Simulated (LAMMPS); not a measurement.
System: InP (zinc blende), 216 atoms, at 810 K and 2 GPa, heated as the crystal.

Level of theory: MD with a machine-learned potential, pair style snap, file InP_JCPA2020.snap (LAMMPS).

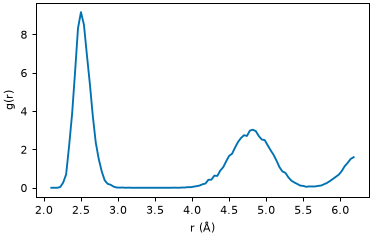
g(r) against r (Å)

Read from the full data:
- state found: crystal; no diffusion seen in 15 ps
- first peak of g(r), In-P: 2.51 Å, height 9.2
- coordination number of In by P: 4.00 (counted to 3.46 Å)
- coordination number of P by In: 4.00 (counted to 3.46 Å)

Caution: a run this short can hold a crystal over, or a liquid under, the potential's own melting point, which these runs don't give.
